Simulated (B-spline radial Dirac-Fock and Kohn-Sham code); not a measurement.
# Inner shells of Pm

Aim: for the free promethium atom, compute its X-ray form factor and Compton profile and the binding energy of each subshell.

The numbers are computed with B-spline radial Dirac-Fock and Kohn-Sham code (version 2): a free atom or ion on a radial basis; each step names its model.

## 1. The system

Atomic promethium, configuration 1s2 2s2 2p6 3s2 3p6 3d10 4s2 4p6 4d10 4f4 5s2 5p6 5d1 6s2 (not the ground configuration).

- nuclear charge: 61
- electrons: 61
- mass number: 145
- nuclear rms radius: 4.962 fm

## 2. Form factor and Compton profile

Model: Dirac-Fock average of configuration, finite nucleus; form factor of the spherical density, Waller-Hartree incoherent function, impulse-approximation Compton profiles.

Settings, as recorded:

```ini
task = scatter
Z = 61
charge = 0
configuration = 1s2 2s2 2p6 3s2 3p6 3d10 4s2 4p6 4d10 4f4 5s2 5p6 5d1 6s2
mass_number = 145
rms_radius = 4.962  # fm
s = [0.0, 0.05, 0.1, 0.15, 0.2, 0.25, 0.3, 0.35, 0.4, 0.45, 0.5, 0.6, 0.7, 0.8, 0.9, 1.0, 1.1, 1.2, 1.4, 1.6, 1.8, 2.0, 2.5, 3.0, 3.5, 4.0, 5.0, 6.0]  # 1/A
pz = [0, 0.1, 0.2, 0.3, 0.4, 0.5, 0.6, 0.8, 1.0, 1.2, 1.4, 1.6, 1.8, 2.0, 2.5, 3.0, 4.0, 5.0, 7.0, 10.0, 15.0, 20.0, 30.0, 40.0, 60.0, 100.0]  # a.u.
photon_energy = [1000, 2000, 8047.8, 17479.3, 20000, 50000, 200000, 500000]  # eV
```

The program writes no log. Results of the run, from its result record (rounded, main fields):

```text
status: converged
form_factor [e]: [61.0, 59.473, 56.23, 52.767, 49.368, 46.064, 42.95, 40.109, 37.557, 35.27, 33.203, 29.573, 26.472, 23.84, 21.657, 19.882, 18.448, 17.27, 15.381, 13.762, 12.232, 10.784, 7.8532, 6.1084, 5.176, 4.5915, 3.635, 2.7807]
incoherent: [-2.3315e-13, 2.0251, 4.9611, 7.5989, 10.171, 12.577, 14.839, 16.955, 18.881, 20.6, 22.138, 24.856, 27.309, 29.594, 31.732, 33.728, 35.573, 37.253, 40.104, 42.357, 44.179, 45.717, 48.782, 51.099, 52.894, 54.31, 56.353, 57.661]
compton_total [1/a.u.]: [12.256, 11.651, 10.332, 9.1248, 8.356, 7.9026, 7.563, 6.8591, 6.0925, 5.396, 4.8407, 4.4265, 4.1206, 3.8838, 3.4095, 2.9563, 2.1184, 1.5405, 0.98064, 0.59941, 0.28223, 0.14865, 0.052768, 0.023475, 0.0068159, 0.0010981]
shells: ["1s1/2", "2s1/2", "2p1/2", "2p3/2", "3s1/2", "3p1/2", "3p3/2", "3d3/2", "3d5/2", "4s1/2", "4p1/2", "4p3/2", "4d3/2", "4d5/2", "4f5/2", "4f7/2", "5s1/2", "5p1/2", "5p3/2", "5d3/2", "5d5/2", "6s1/2"]
occupation: [2.0, 2.0, 2.0, 4.0, 2.0, 2.0, 4.0, 4.0, 6.0, 2.0, 2.0, 4.0, 4.0, 6.0, 1.7143, 2.2857, 2.0, 2.0, 4.0, 0.4, 0.6, 2.0]
mean_momentum [a.u.]: [58.791, 20.925, 27.851, 25.771, 10.433, 12.469, 11.857, 14.203, 13.976, 5.2232, 5.817, 5.5679, 5.9462, 5.8544, 5.1576, 5.1135, 2.0471, 2.1077, 1.9889, 1.4309, 1.3985, 0.52442]
r2 [bohr^2]: 92.242
r_inverse [1/bohr]: 401.84
r1 [bohr]: 45.166
coherent [b]: [2328.6, 2069.9, 989.86, 445.13, 379.95, 102.69, 9.4547, 1.6699]
incoherent_cross_section [b]: [1.498, 3.429, 12.087, 19.081, 20.299, 26.042, 23.42, 17.338]
radial_jk:
  4f: {"j0": [1.0, 0.98043, 0.92504, 0.84243, 0.74344, 0.63828, 0.53489, 0.4386, 0.35237, 0.27746, 0.21392, 0.1179, 0.055647, 0.017741, -0.0037153, -0.014603, -0.01902, -0.01969, -0.016096, -0.011055, -0.0068709, -0.0039542, -0.00065758, 7.4234e-05, 0.0001493, 0.00010932, 3.8731e-05, 1.1507e-05], "j2": [0.0, 0.0077777, 0.029239, 0.059652, 0.093356, 0.12548, 0.15273, 0.17346, 0.18726, 0.19456, 0.19622, 0.18677, 0.16686, 0.14261, 0.11797, 0.095176, 0.075256, 0.058505, 0.033834, 0.018501, 0.0094878, 0.0044365, 1.076e-05, -0.00051932, -0.0003798, -0.00022066, -6.3013e-05, -1.6362e-05], "j4": [0.0, 3.677e-05, 0.00053961, 0.0023868, 0.0063435, 0.012661, 0.021047, 0.030858, 0.041329, 0.051743, 0.061521, 0.077664, 0.088167, 0.093098, 0.093361, 0.090135, 0.08456, 0.077594, 0.062243, 0.047723, 0.035505, 0.025877, 0.011149, 0.0046654, 0.0019561, 0.00083231, 0.00015425, 2.6125e-05], "j6": [0.0, 1.6834e-07, 9.5543e-06, 9.0334e-05, 0.00040048, 0.001163, 0.0025825, 0.004775, 0.0077451, 0.011401, 0.015587, 0.024806, 0.033991, 0.042086, 0.048491, 0.052987, 0.055622, 0.056602, 0.054731, 0.049624, 0.043082, 0.036288, 0.021788, 0.012329, 0.0068433, 0.0038076, 0.0012348, 0.00043251], "r2": 1.078, "r4": 2.9293, "r6": 17.553}
  5d: {"j0": [1.0, 0.84752, 0.52603, 0.24191, 0.070464, -0.0073021, -0.029993, -0.02694, -0.01515, -0.0029273, 0.0064508, 0.014929, 0.01399, 0.0094384, 0.0047877, 0.0014382, -0.00041262, -0.0010703, -0.00043476, 0.00086064, 0.0017518, 0.0020595, 0.0013753, 0.00042825, -7.32e-05, -0.00023196, -0.00018507, -8.8684e-05], "j2": [0.0, 0.058504, 0.16116, 0.2128, 0.20162, 0.15763, 0.10752, 0.064783, 0.03355, 0.013278, 0.0016959, -0.0051629, -0.0023045, 0.0022607, 0.0054967, 0.0068519, 0.0067325, 0.0057469, 0.0030574, 0.00097892, -5.1046e-05, -0.00028977, 0.00040336, 0.00095639, 0.00099245, 0.00078973, 0.00036165, 0.00013578], "j4": [0.0, 0.0017916, 0.01886, 0.053116, 0.085926, 0.10394, 0.10589, 0.096463, 0.081077, 0.063913, 0.047593, 0.022082, 0.0071555, 0.00037735, -0.0014395, -0.00080541, 0.00067597, 0.0021394, 0.003802, 0.0037939, 0.0029134, 0.001849, 0.00015931, -9.2408e-05, 0.0001657, 0.00041185, 0.00053095, 0.00040714], "r2": 9.1007, "r4": 161.71, "r6": 5121.0}
```

The scattering functions against s = sin θ / λ:

```
s (1/Å)  f (e)  f / N   S(s)
      0  61.00  1.000      0
  0.100  56.23  0.922  4.961
  0.200  49.37  0.809  10.17
  0.300  42.95  0.704  14.84
  0.400  37.56  0.616  18.88
  0.500  33.20  0.544  22.14
  0.700  26.47  0.434  27.31
  0.900  21.66  0.355  31.73
   1.10  18.45  0.302  35.57
   1.40  15.38  0.252  40.10
   1.80  12.23  0.201  44.18
   2.50  7.853  0.129  48.78
   3.50  5.176  0.085  52.89
   5.00  3.635  0.060  56.35
```

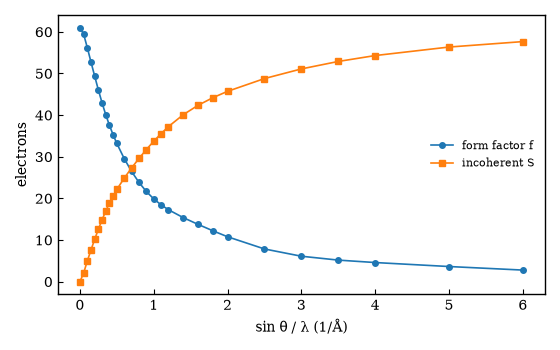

Form factor and incoherent scattering function.

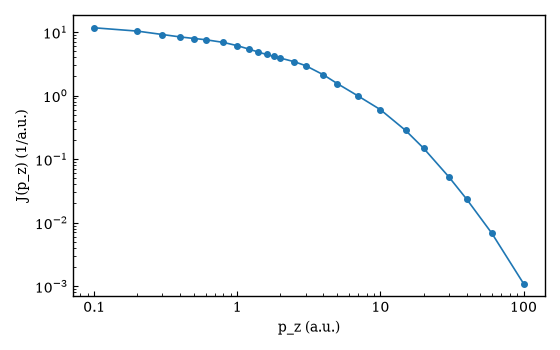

Compton profile, summed over all shells.

## 3. Core and valence levels

Model: Dirac-Fock average of configuration, Delta-SCF, finite nucleus, first-order Breit with its frequency dependence, self-energy and vacuum polarisation.

Recorded inputs:

```ini
task = binding
```

The program writes no log. Results of the run, from its result record (rounded, main fields):

```text
status: converged
shells: ["K", "L1", "L2", "L3", "M1", "M2", "M3", "M4", "M5", "N1", "N2", "N3", "N4", "N5", "N6,7", "O1", "O2", "O3", "O4,5", "P1"]
total_energy_parts [Ha]: [-10022.1097, 9.82538637, -1.02914749, -0.12284733, 6.81373222, -1.02050621]
koopmans [eV]: [45454.6, 7509.56, 7093.22, 6531.36, 1692.74, 1513.77, 1398.34, 1091.39, 1066.72, 364.425, 294.086, 268.578, 151.152, 146.537, 17.6238, 56.3416, 34.5158, 30.7651, 6.30518, 5.20076]
dirac_coulomb [eV]: [45378.6, 7466.48, 7046.19, 6486.23, 1670.55, 1490.87, 1376.28, 1067.34, 1043.0, 354.78, 284.685, 259.657, 142.805, 138.355, 11.6805, 53.7761, 32.1878, 28.6244, 5.45639, 4.98528]
gaunt [eV]: [-132.89, -13.2575, -23.2657, -16.5089, -2.09691, -3.90212, -2.57672, -1.4065, -0.837262, -0.377697, -0.728009, -0.433044, -0.125241, -0.0175668, 0.142551, -0.0475446, -0.0822083, -0.0395169, 0.0103308, -0.0025019]
retardation [eV]: [9.87302, 0.993908, 2.58612, 2.57949, 0.132118, 0.41803, 0.419525, 0.110457, 0.107996, 0.0249312, 0.0830462, 0.082122, 0.00925918, 0.00904229, -0.0202792, 0.0024916, 0.00918012, 0.00898741, -0.00100926, 4.85906e-05]
breit_frequency [eV]: [1.49227, -0.136597, -0.00343545, 0.64734, -0.035299, -0.0286339, 0.119756, -0.0173067, -0.00458592, -0.00888708, -0.00813167, 0.025084, -0.00437774, -0.0018512, -0.00198769, -0.0015701, -0.0013836, 0.00338758, -0.000269242, -0.000119464]
self_energy [eV]: [-74.2038, -9.76211, 0.403632, -0.457671, -2.10927, 0.0748891, -0.0886762, 0.190813, 0.119813, -0.471059, 0.0326932, -0.00334197, 0.0504463, 0.0371752, 0.0292615, -0.0708901, 0.0136696, 0.0085255, 0.00950734, -0.0048903]
vacuum_polarisation [eV]: [11.5994, 1.41844, -0.000518732, -0.0662952, 0.29642, -0.00299002, -0.0186314, -0.0188851, -0.0183366, 0.0665223, -0.00246178, -0.00595849, -0.00539536, -0.00527069, -0.0033628, 0.0100709, -0.0015319, -0.00202689, -0.00124581, 0.000699144]
binding [eV]: [45194.5, 7445.74, 7025.91, 6472.42, 1666.73, 1487.43, 1374.13, 1066.2, 1042.36, 354.014, 284.062, 259.322, 142.73, 138.377, 11.8267, 53.6686, 32.1255, 28.6037, 5.47371, 4.97851]
mean_radius [bohr]: [0.0231751, 0.0983587, 0.0825415, 0.089018, 0.259138, 0.249229, 0.261545, 0.233442, 0.237309, 0.591823, 0.60777, 0.634253, 0.680546, 0.690457, 0.922686, 1.43664, 1.60554, 1.68969, 2.77848, 4.45243]
```

total_energy_parts: Dirac-Coulomb, Gaunt, retardation, frequency dependence, self-energy, vacuum polarisation. 

The binding energies by parts, in eV; the parts add up.

```
     level       -ε  relaxation    Breit     QED  binding
    K (1s)  45454.6      -75.94  -121.52  -62.60  45194.5
   L1 (2s)   7509.6      -43.08   -12.40   -8.34   7445.7
L2 (2p1/2)   7093.2      -47.03   -20.68    0.40   7025.9
L3 (2p3/2)   6531.4      -45.13   -13.28   -0.52   6472.4
   M1 (3s)   1692.7      -22.19    -2.00   -1.81   1666.7
M2 (3p1/2)   1513.8      -22.90    -3.51    0.07   1487.4
M3 (3p3/2)   1398.3      -22.06    -2.04   -0.11   1374.1
M4 (3d3/2)   1091.4      -24.05    -1.31    0.17   1066.2
M5 (3d5/2)   1066.7      -23.72    -0.73    0.10   1042.4
   N1 (4s)    364.4       -9.64    -0.36   -0.40    354.0
N2 (4p1/2)    294.1       -9.40    -0.65    0.03    284.1
N3 (4p3/2)    268.6       -8.92    -0.33   -0.01    259.3
N4 (4d3/2)    151.2       -8.35    -0.12    0.05    142.7
N5 (4d5/2)    146.5       -8.18    -0.01    0.03    138.4
 N6,7 (4f)    17.62       -5.94     0.12    0.03    11.83
   O1 (5s)    56.34       -2.57    -0.05   -0.06    53.67
O2 (5p1/2)    34.52       -2.33    -0.07    0.01    32.13
O3 (5p3/2)    30.77       -2.14    -0.03    0.01    28.60
 O4,5 (5d)     6.31       -0.85     0.01    0.01     5.47
   P1 (6s)     5.20       -0.22     0.00    0.00     4.98
```

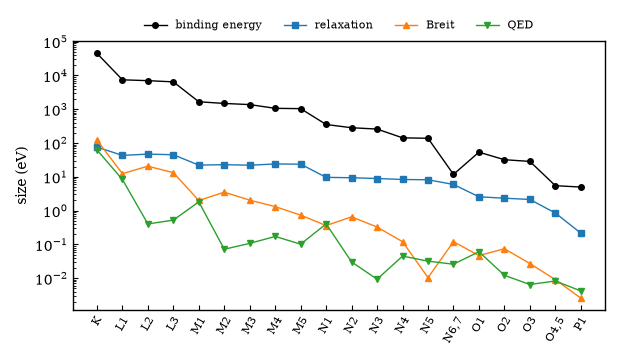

Binding energies and the sizes of their corrections, level by level (signs dropped).

Line energies follow by subtraction:

```
        line  energy (eV)
 Kβ2' (K-N3)      44935.2
Kβ2'' (K-N2)      44910.4
  Kβ1 (K-M3)      43820.4
  Kβ3 (K-M2)      43707.1
  Kα1 (K-L3)      38722.1
  Kα2 (K-L2)      38168.6
 Lγ4 (L1-O3)       7417.1
 Lγ3 (L1-N3)       7186.4
 Lγ2 (L1-N2)       7161.7
 Lγ1 (L2-N4)       6883.2
 Lγ5 (L2-N1)       6671.9
 Lβ7 (L3-O1)       6418.8
 Lβ2 (L3-N5)       6334.0
Lβ15 (L3-N4)       6329.7
```

## 4. Summary of results

```
                        quantity         value
rms radius of the electron cloud     1.23 bohr
           form factor halves at      0.57 1/Å
         Compton profile at zero  12.26 1/a.u.
    deepest level listed, K (1s)    45194.5 eV
            least bound, P1 (6s)       4.98 eV
                             Kα1    38722.1 eV
```

f falls from 61 to half of that at s = 0.57 1/Å. Incoherent scattering outweighs coherent from 200 keV on, among the energies asked. For K (1s), relaxation takes off 75.9 eV, Breit terms shift it by -121.52 and QED by -62.60 eV. The Hartree-Fock and Dirac-Fock values hold no electron correlation.
